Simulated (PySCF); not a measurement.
# N2 (nitrogen) at 5 levels

Aim: a comparison of 5 runs (PBE0/STO-6G, UPBE0/STO-6G, r2SCAN/STO-6G, MP2/STO-6G, FCI/STO-6G) of N2 (nitrogen). 

The calculation is run with PySCF 2.14.0.

17 further runs of the same task are left out: 6 that didn't finish, 11 set aside as unsound or not needed.

## 1. The system as given

N2: 2 atoms, total charge 0, spin state singlet. SMILES: `N#N`. The N1–N2 distance was set to 1.961 Å, away from the relaxed value.

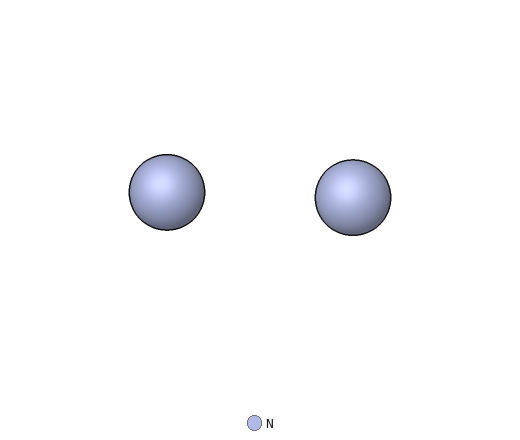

Viewed from a chosen angle; nitrogen light blue.

## 2. The energy at PBE0/STO-6G (run 1)

Input file job.py:

```python
from pyscf import gto, dft

mol = gto.M(
    atom='''
N    1.210296  -0.390779   0.623478
N   -0.465500   0.150300  -0.239800
''',
    basis='sto-6g',
    verbose=3,
    max_memory=1860,
)

ks = dft.RKS(mol, xc='pbe0')
ks.conv_tol = 1e-10
ks.grids.level = 5
ks.kernel()
if not ks.converged:
    ks = ks.newton().run(ks.mo_coeff, ks.mo_occ)

etot = ks.e_tot
print('Final energy', etot)
```

Launch:

```sh
$ OMP_NUM_THREADS=1 python job.py
```

Output:

```text
converged SCF energy = -108.61524247861
Final energy -108.61524247860983
```

Run time: 1.1 s. Hardware: 1 thread of Intel Xeon 6975P-C (Granite Rapids), shared host; peak memory 0.14 GiB.

## 3. A single-point energy at UPBE0/STO-6G (run 2)

Input file input.py:

```python
from pyscf import gto, dft

molecule = gto.M(
    atom=[
    ('N', (1.210296, -0.390779, 0.623478)),
    ('N', (-0.465500, 0.150300, -0.239800)),
],
    max_memory=1860,
    basis='sto-6g',
    verbose=4,
)

ks = dft.UKS(molecule)
ks.xc = 'pbe0'
ks.grids.level = 5
ks.conv_tol = 1e-10
ks.kernel()
if not ks.converged:
    ks = ks.newton().run(ks.mo_coeff, ks.mo_occ)
for _ in range(3):
    mo, _, stable, _ = ks.stability(return_status=True)
    if stable:
        break
    ks.kernel(ks.make_rdm1(mo, ks.mo_occ))

e_tot = ks.e_tot
print(f'total energy: {e_tot:.8f} hartree')
```

Launch:

```sh
$ OMP_NUM_THREADS=1 python input.py
```

Output:

```text
PySCF version 2.14.0

[INPUT] num. atoms = 2
[INPUT] num. electrons = 14
[INPUT] charge = 0
[INPUT] spin (= nelec alpha-beta = 2S) = 0
[INPUT] symmetry False subgroup None
[INPUT] Mole.unit = angstrom
[INPUT] Symbol           X                Y                Z      unit          X                Y                Z       unit  Magmom
[INPUT]  1 N      1.210296000000  -0.390779000000   0.623478000000 AA    2.287127969657  -0.738465285231   1.178202664692 Bohr   0.0
[INPUT]  2 N     -0.465500000000   0.150300000000  -0.239800000000 AA   -0.879667510985   0.284025836522  -0.453156324671 Bohr   0.0

nuclear repulsion = 13.2213318255726
number of shells = 6
number of NR pGTOs = 60
number of NR cGTOs = 10
basis = sto-6g
ecp = {}

[... 58 lines left out ...]
converged SCF energy = -108.61524247861  <S^2> = -2.6645353e-15  2S+1 = 1
[... 72 lines left out ...]
converged SCF energy = -108.782886537416  <S^2> = 2.3184097  2S+1 = 3.2052517
[... 2 lines left out ...]
total energy: -108.78288654 hartree
```

Run time: 7.5 s. Hardware: 1 thread of Intel Xeon 6975P-C (Granite Rapids), shared host; peak memory 0.26 GiB.

Run 3 isn't shown in full; the table further down has it.

## 4. The energy at MP2/STO-6G (run 4)

Input file job.py:

```python
from pyscf import gto, mp

mol = gto.M(
    atom=[
    ('N', (1.210296, -0.390779, 0.623478)),
    ('N', (-0.465500, 0.150300, -0.239800)),
],
    charge=0,
    max_memory=1860,
    verbose=4,
    basis='sto-6g',
    spin=0,
)

myscf = mol.RHF()
myscf.conv_tol = 1e-10
myscf.kernel()
if not myscf.converged:
    myscf = myscf.newton().run(myscf.mo_coeff, myscf.mo_occ)

pt = mp.MP2(myscf, frozen=2).run()
e_final = pt.e_tot
print('Final energy', e_final)
```

Launch:

```sh
$ OMP_NUM_THREADS=1 python job.py
```

Output:

```text
PySCF version 2.14.0

[INPUT] num. atoms = 2
[INPUT] num. electrons = 14
[INPUT] charge = 0
[INPUT] spin (= nelec alpha-beta = 2S) = 0
[INPUT] symmetry False subgroup None
[INPUT] Mole.unit = angstrom
[INPUT] Symbol           X                Y                Z      unit          X                Y                Z       unit  Magmom
[INPUT]  1 N      1.210296000000  -0.390779000000   0.623478000000 AA    2.287127969657  -0.738465285231   1.178202664692 Bohr   0.0
[INPUT]  2 N     -0.465500000000   0.150300000000  -0.239800000000 AA   -0.879667510985   0.284025836522  -0.453156324671 Bohr   0.0

nuclear repulsion = 13.2213318255726
number of shells = 6
number of NR pGTOs = 60
number of NR cGTOs = 10
basis = sto-6g
ecp = {}

******** <class 'pyscf.scf.hf.RHF'> ********
method = RHF
initial guess = minao
damping factor = 0
level_shift factor = 0
DIIS = <class 'pyscf.scf.diis.CDIIS'>
diis_start_cycle = 1
diis_space = 8
diis_damp = 0
SCF conv_tol = 1e-10
SCF conv_tol_grad = None
SCF max_cycles = 50
direct_scf = True
direct_scf_tol = 1e-13
Set gradient conv threshold to 1e-05
Initial guess from minao.
init E= -107.340409950638
  HOMO = -0.143219508598917  LUMO = -0.0563401519112592  gap/eV = 2.36411
cycle= 1 E= -107.954002825848  delta_E= -0.614  |g|= 0.0352  |ddm|= 2.26
  HOMO = -0.249483447204228  LUMO = 0.0739588962864793  gap/eV = 8.80131
cycle= 2 E= -107.954643897163  delta_E= -0.000641  |g|= 0.00851  |ddm|= 0.055
  HOMO = -0.251668301818591  LUMO = 0.0721700700764044  gap/eV = 8.81209
cycle= 3 E= -107.95468625945  delta_E= -4.24e-05  |g|= 0.000108  |ddm|= 0.018
  HOMO = -0.251686580520137  LUMO = 0.0721572919465545  gap/eV = 8.81224
cycle= 4 E= -107.954686266566  delta_E= -7.12e-09  |g|= 5.37e-07  |ddm|= 0.000237
  HOMO = -0.251686895320286  LUMO = 0.0721569517409086  gap/eV = 8.81224
cycle= 5 E= -107.954686266566  delta_E= -2.42e-13  |g|= 9.61e-12  |ddm|= 1.18e-06
  HOMO = -0.251686895324794  LUMO = 0.0721569517361336  gap/eV = 8.81224
Extra cycle  E= -107.954686266566  delta_E=    0  |g|= 2.88e-11  |ddm|= 2.65e-11
converged SCF energy = -107.954686266566

******** <class 'pyscf.mp.mp2.RMP2'> ********
nocc = 5, nmo = 8
frozen orbitals 2
E(RMP2) = -108.808013099793  E_corr = -0.853326833226692
E(SCS-RMP2) = -108.749432040094  E_corr = -0.794745773528296
E_corr(same-spin) = -0.264515107319693
E_corr(oppo-spin) = -0.588811725906998
Final energy -108.8080130997926
```

Run time: 0.62 s. Hardware: 1 thread of Intel Xeon 6975P-C (Granite Rapids), shared host; peak memory 0.12 GiB.

## 5. The energy at FCI/STO-6G (run 5)

Input file calc.py:

```python
from pyscf import gto, scf, mcscf

system = gto.Mole()
system.atom = 'N 1.210296 -0.390779 0.623478; N -0.465500 0.150300 -0.239800'
system.basis = 'sto-6g'
system.verbose = 3
system.max_memory = 1860
system.charge = 0
system.build()

mf = scf.RHF(system)
mf.conv_tol = 1e-10
mf.kernel()
if not mf.converged:
    mf = mf.newton().run(mf.mo_coeff, mf.mo_occ)

cas = mcscf.CASCI(mf, mf.mo_coeff.shape[-1] - 2, (system.nelec[0] - 2, system.nelec[1] - 2))  # full CI above the frozen core
cas.fix_spin_(ss=0.0)
cas.kernel()
energy = cas.e_tot
print('Final energy', energy)
```

Launch:

```sh
$ OMP_NUM_THREADS=1 python calc.py
```

Output:

```text
converged SCF energy = -107.954686266566
CASCI E = -108.517671566668  E(CI) = -25.8523857663802  S^2 = 0.0000000
Final energy -108.51767156666763
```

Run time: 0.82 s. Hardware: 1 thread of Intel Xeon 6975P-C (Granite Rapids), shared host; peak memory 0.12 GiB.

## 6. All runs side by side

| run | level | follow instability | integration grid | energy (Eh) | dipole moment (D) of the reference | HOMO energy (eV) | LUMO energy (eV) | wall time |
| --- | --- | --- | --- | --- | --- | --- | --- | --- |
| 1 | PBE0/STO-6G | – | 5 | -108.615242 | 0.00 | -5.20 | -1.88 | 1.1 s |
| 2 | UPBE0/STO-6G | yes | 5 | -108.782887 | 0.00 | -7.04 | 1.54 | 7.5 s |
| 3 | r2SCAN/STO-6G | – | 5 | -108.734806 | 0.00 | -4.47 | -2.89 | 1.6 s |
| 4 | MP2/STO-6G | – | – | -108.808013 | 0.00 | -6.85 | 1.96 | 0.62 s |
| 5 | FCI/STO-6G | – | – | -108.517672 | 0.00 | -6.85 | 1.96 | 0.82 s |

## 7. Results

| quantity | value |
| --- | --- |
| run 5: total energy | -108.51767 Eh |
| run 5: dipole moment (Hartree–Fock density) | 0.00 D |
| run 5: HOMO energy (Hartree–Fock orbitals) | -6.85 eV |
| run 5: LUMO energy (Hartree–Fock orbitals) | 1.96 eV |
| run 5: HOMO–LUMO gap (Hartree–Fock orbitals) | 8.81 eV |
| run 5: correlation energy (2 core orbitals frozen) | -563.0 mEh |

What this shows: Against full CI in this basis: MP2 -290.3 mEh. Over runs 1, 2, 3 the HOMO–LUMO gap runs from 1.58 eV (r2SCAN/STO-6G) to 8.58 eV (UPBE0/STO-6G). Totals of different functionals can't be ranked against each other. In runs 1, 2, 3, 4, 5 the basis is minimal, so the values are rough. Spin contamination of the reference: run 2 ⟨S²⟩ = 2.32. Where it is this large, the reference is a mixture of spin states, and values that rest on it are in doubt. All runs together took 12 s, the longest 7.5 s.
